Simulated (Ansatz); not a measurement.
**HCl···CH5Si (doublet): density, localisation and related maps**

Input

```
crystal:
  periodic: [false, false, false]
  atoms:
    - {symbol: Cl, position_ang: [1.531050, 0.939919, 2.263175]}
    - {symbol: Si, position_ang: [-0.587669, -1.276319, -0.031362]}
    - {symbol: C, position_ang: [-0.318007, 0.336775, -0.945797]}
    - {symbol: H, position_ang: [2.189358, 1.967005, 2.651411]}
    - {symbol: H, position_ang: [0.005729, -2.434137, -0.758855]}
    - {symbol: H, position_ang: [-2.033298, -1.537721, 0.221147]}
    - {symbol: H, position_ang: [-0.732676, 1.173429, -0.380566]}
    - {symbol: H, position_ang: [0.747578, 0.522311, -1.092434]}
    - {symbol: H, position_ang: [-0.802164, 0.308741, -1.926719]}
basis:
  gaussian: {orbitals: def2-TZVPP}
magnetization: {spin_polarized: true, initial_magnetization: 1}
hamiltonian: {xc: pbe0, dispersion: d4}
output: {orbitals: {seedname: orbitals}}
```

Launched as:

```sh
ansatz run in.yaml --threads 4 --pin off --events-out ev --progress --plain --max-ram 9574MiB
```

The product side of a reaction path; geometry: PBE0-D4/def2-TZVP.

These are results of UKS PBE0-D4/def2-TZVPP (Ansatz), not measurements.

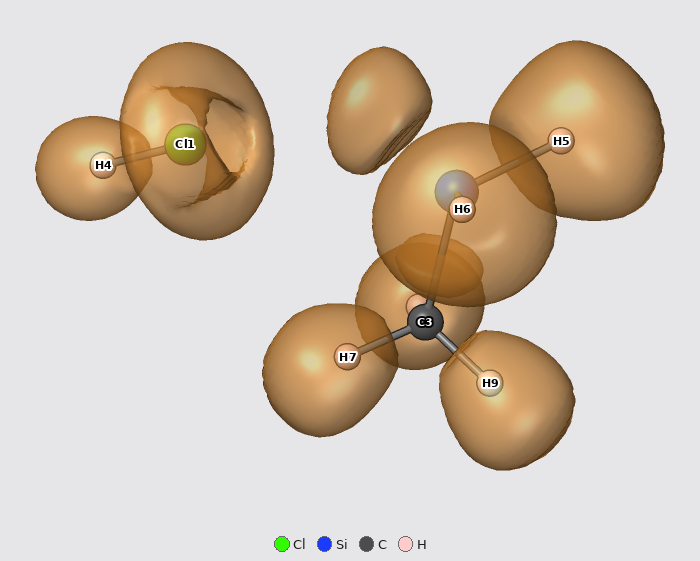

Figure 1. Isosurface of the ELF at 0.85 (orange), seen at a tilt. Only the valence region is drawn (cores and ρ < 0.01 e/Å³ removed).

What do the ELF domains correspond to?

The ELF exceeds this value in one region between bonded C–Si atoms (shared pairs), six regions around hydrogen nuclei, one ring or bowl of non-bonding electrons around Cl and one lobe on Si, pointing away from the bonds (non-bonding electrons). Along the contacts the grid gives the following. Si2···Cl1 (3.83 Å): the ELF dips to about 0 between them: a weak contact between the two molecules. C–Si (1.87 Å): the ELF peaks at about 0.95 between the atoms, as expected for a shared electron pair.

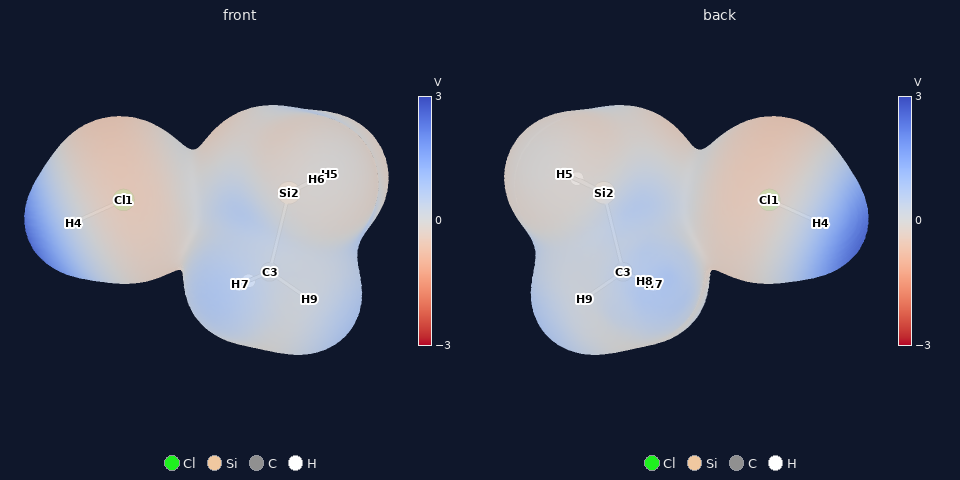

Figure 2. The electrostatic potential painted on the density surface at 0.002 e/bohr³, seen from the front and from behind; red is negative and blue positive.

Where is the surface potential most negative and most positive?

The most negative region (about −0.5 V) lies over Cl1, the most positive (about +2.4 V) over H4.

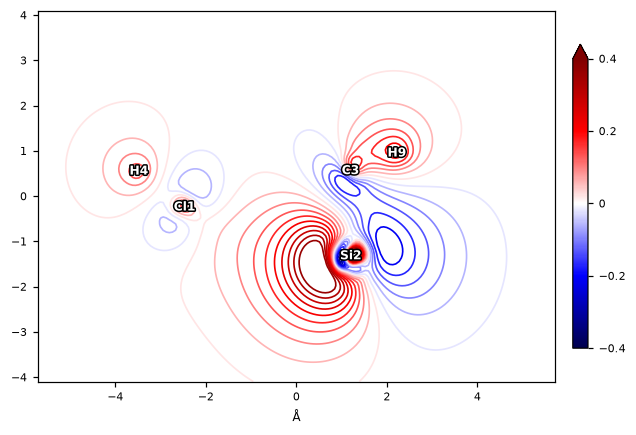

Figure 3. One frontier orbital on the plane of atoms Si2, C3 and H9 (values in Å⁻³ᐟ²; the overall sign is arbitrary).

Which orbital is it: HOMO (β) or LUMO (β)?

The LUMO (β), at −2.04 eV. By Hirshfeld shares it lies mainly on Si2 (about 75 %) and C3 (about 5 %).
